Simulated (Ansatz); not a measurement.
# CH6Si (SMILES C[SiH3]): CCSD(T)/STO-3G

What is the energy change on altering one bond length of CH6Si at CCSD(T)/STO-3G? 

The calculation is run with Ansatz 0.2.0.

47 further runs of the same task are left out: 1 that didn't finish, 46 set aside as unsound or not needed.

## (1) Starting point

CH6Si: 8 atoms, total charge 0, spin state singlet. SMILES: `C[SiH3]`. The shape is that of a PBE0-D4/def2-TZVP optimisation.

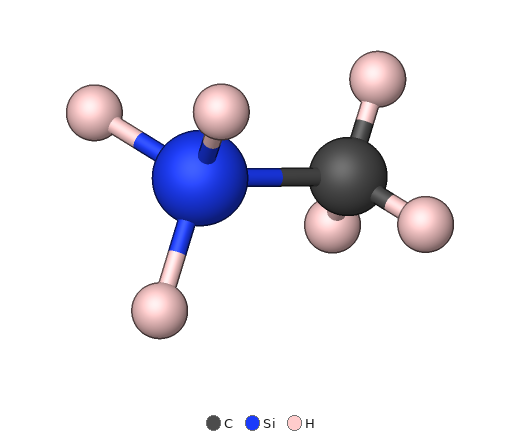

The structure, seen from a chosen angle (carbon dark grey, silicon blue, hydrogen pink).

## (2) A single-point energy at CCSD(T)/STO-3G

input.yaml

```yaml
crystal:
  periodic: [false, false, false]
  atoms:
    - {symbol: C, position_ang: [-0.181500, 0.239740, -0.940300]}
    - {symbol: Si, position_ang: [0.162420, -0.214550, 0.841500]}
    - {symbol: H, position_ang: [-1.240470, 0.112510, -1.175580]}
    - {symbol: H, position_ang: [0.395470, -0.391420, -1.619800]}
    - {symbol: H, position_ang: [0.086600, 1.280720, -1.133860]}
    - {symbol: H, position_ang: [-0.624960, 0.646220, 1.765390]}
    - {symbol: H, position_ang: [1.605560, -0.040010, 1.159870]}
    - {symbol: H, position_ang: [-0.203110, -1.633210, 1.102780]}
basis:
  gaussian:
    orbitals: STO-3G
scf:
  omitted_lower_state_checks: [cluster_reference, increment]
correlation:
  method: ccsd_t
  frozen_orbitals: {C: 1, H: 0, Si: 5}
accuracy: high
```

Run with:

```sh
$ ansatz run input.yaml --threads 1 --pin off --max-ram 3480MiB --events-out events.jsonl --progress --plain --runs-dir runs
```

Log, shortened:

```text
Warning: RAYON_NUM_THREADS=1 ignored (pool sized by the plan → 1); use --threads N
Functional definition: HF
  name "HF"
[...]
361 factors; integrals over basis functions are off by at most 5.4e-9 eV
[...]
mean field -8884.65008477 eV, -326.5048683833 hartree, gradient 3.6e-8 eV, S^2 0.000000; 0 other end points of the search recorded, 0 dependent functions left out
6 core orbitals not correlated: weight in the atoms' cores, before any rotation towards them, 1.000 or more for the frozen orbitals, at most 0.000 for the correlated occupied ones
reference -8884.65008477 eV, -326.5048683833 hartree; 7, 7 occupied and 7, 7 virtual orbitals, 361 factors
second order -2.62925613 eV of doubles, -0.00000000 eV of singles
cycle   1  -3.31308596 eV  change   -6.8e-1 eV  update   6.2e-2
[...]
cycle  16  -3.67206713 eV  change  -4.6e-10 eV  update   1.3e-9
perturbative correction -0.01949649 eV, -0.0007164830 hartree
Total energy: -8888.34164840 eV, -326.6405308443 hartree
Checks for a lower state left out: cluster_reference, increment
```

It took 0.14 s on 1 thread of Arm Neoverse V2, shared host.

## (3) The distorted shape

in.yaml

```yaml
basis:
  gaussian:
    orbitals: STO-3G
crystal:
  periodic: [false, false, false]
  atoms:
    - {symbol: C, position_ang: [-0.248526, -0.020508, -0.891909]}
    - {symbol: Si, position_ang: [0.095394, -0.474798, 0.889891]}
    - {symbol: H, position_ang: [-1.307496, -0.147738, -1.127189]}
    - {symbol: H, position_ang: [0.328444, -0.651668, -1.571409]}
    - {symbol: H, position_ang: [0.086600, 1.280720, -1.133860]}
    - {symbol: H, position_ang: [-0.691986, 0.385972, 1.813781]}
    - {symbol: H, position_ang: [1.538534, -0.300258, 1.208261]}
    - {symbol: H, position_ang: [-0.270136, -1.893458, 1.151171]}
magnetization:
  spin_polarized: false
  initial_magnetization: 0
correlation:
  method: ccsd_t
  frozen_orbitals: {C: 1, H: 0, Si: 5}
accuracy: high
scf:
  omitted_lower_state_checks: [cluster_reference, increment]
```

Run with:

```sh
$ ansatz run in.yaml --threads 1 --pin off --max-ram 3480MiB --events-out events.jsonl --progress --plain --runs-dir runs
```

Log, shortened:

```text
Warning: RAYON_NUM_THREADS=1 ignored (pool sized by the plan → 1); use --threads N
[... 2 set-up lines as earlier in the session ...]
[...]
361 factors; integrals over basis functions are off by at most 1.0e-8 eV
[...]
mean field -8883.41284166 eV, -326.4594005374 hartree, gradient 3.9e-8 eV, S^2 0.000000; 0 other end points of the search recorded, 0 dependent functions left out
6 core orbitals not correlated: weight in the atoms' cores, before any rotation towards them, 1.000 or more for the frozen orbitals, at most 0.000 for the correlated occupied ones
reference -8883.41284166 eV, -326.4594005374 hartree; 7, 7 occupied and 7, 7 virtual orbitals, 361 factors
second order -2.88453388 eV of doubles, -0.00000000 eV of singles
cycle   1  -3.63023632 eV  change   -7.5e-1 eV  update   6.8e-2
[...]
cycle  18  -4.04880878 eV  change  -9.7e-10 eV  update  4.6e-10
perturbative correction -0.02312018 eV, -0.0008496509 hartree
Total energy: -8887.48477062 eV, -326.6090411667 hartree
Checks for a lower state left out: cluster_reference, increment
```

Wall time 0.14 s (1 thread of Arm Neoverse V2, shared host).

## (4) Outcome

At CCSD(T)/STO-3G, 6 core orbitals frozen:

| quantity | value |
| --- | --- |
| first shape: total energy | -326.64053 Eh |
| first shape: correlation energy (6 core orbitals frozen) | -135.7 mEh |
| first shape: (T) correction | -0.72 mEh |
| first shape: T1 diagnostic | 0.003 |
| distorted shape: total energy | -326.60904 Eh |
| distorted shape: correlation energy (6 core orbitals frozen) | -149.6 mEh |
| distorted shape: (T) correction | -0.85 mEh |
| distorted shape: T1 diagnostic | 0.003 |
| energy change with the C1–H5 bond stretched from 1.092 to 1.365 Å | 0.857 eV |

What this shows: With the C1–H5 bond stretched from 1.092 to 1.365 Å the energy rises by 0.86 eV (82.7 kJ/mol). The first shape isn't relaxed at this level, so the change isn't measured from a minimum. The minimal basis adds a large error of its own. The triples (first shape) make up 0.5 % of the correlation energy. The triples (distorted shape) make up 0.6 % of the correlation energy.
